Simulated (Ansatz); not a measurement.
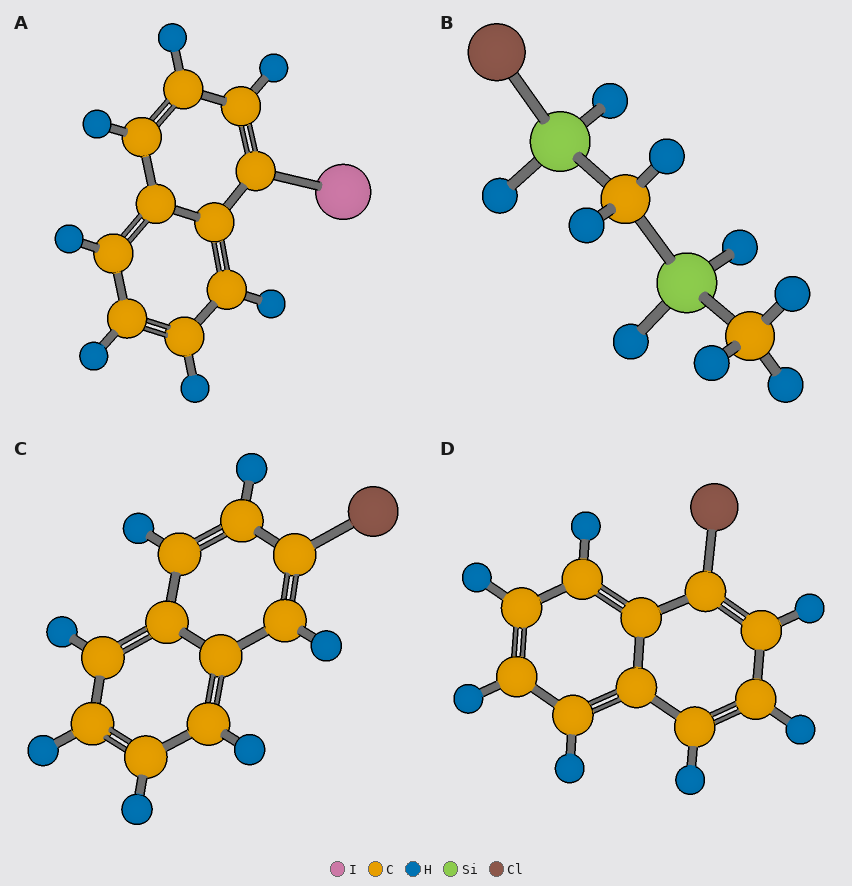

The picture comes from a calculation with Ansatz.

### Match each picture to its SMILES.
(1) Clc1ccc2ccccc2c1
(2) Clc1cccc2ccccc12
(3) Ic1cccc2ccccc12
(4) C[SiH2]C[SiH2]Cl

A is (3), B is (4), C is (1), D is (2).
